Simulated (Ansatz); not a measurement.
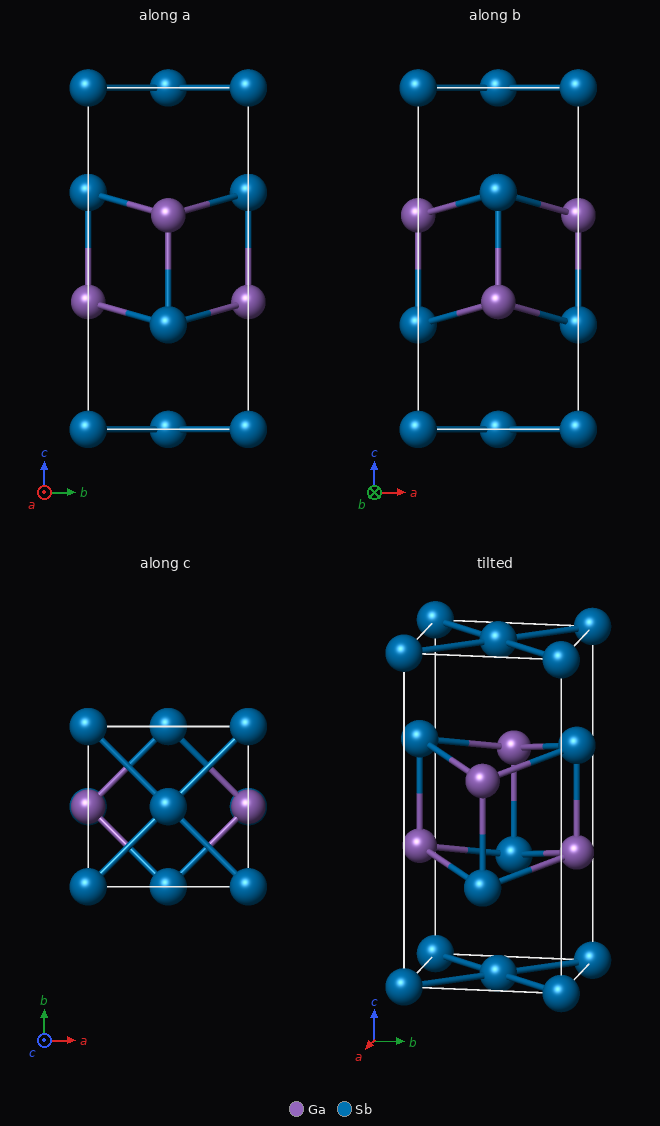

The figure gives a ball-and-stick picture of the atoms, viewed along the a axis, along the b axis, along the c axis and slightly off an axis. Lines trace the edges of the conventional unit cell.

Lattice parameters: a = 4.2261 Å, b = 4.2261 Å, c = 9.0059 Å, α = 90.000°, β = 90.000°, γ = 90.000°.

Write down what is shown as a CIF in P1 with every atom of the cell, with free fractional coordinates to two decimals.

```cif
data_structure
_symmetry_space_group_name_H-M 'P 1'
_symmetry_Int_Tables_number 1
_cell_length_a 4.2261
_cell_length_b 4.2261
_cell_length_c 9.0059
_cell_angle_alpha 90.000
_cell_angle_beta 90.000
_cell_angle_gamma 90.000
_cell_volume 160.85
loop_
_atom_site_label
_atom_site_type_symbol
_atom_site_fract_x
_atom_site_fract_y
_atom_site_fract_z
_atom_site_occupancy
Ga1 Ga 0.50 0.00 0.37 1
Ga2 Ga 0.00 0.50 0.63 1
Sb1 Sb 0.00 0.00 0.00 1
Sb2 Sb 0.50 0.50 0.00 1
Sb3 Sb 0.50 0.00 0.69 1
Sb4 Sb 0.00 0.50 0.31 1
```

Origin of the cell: a structure type filled with these elements by a generator (whether the compound takes this form wasn't checked). Atoms and cell were optimised with Ansatz, DFT PBE, scalar-relativistic, plane waves, PAW.
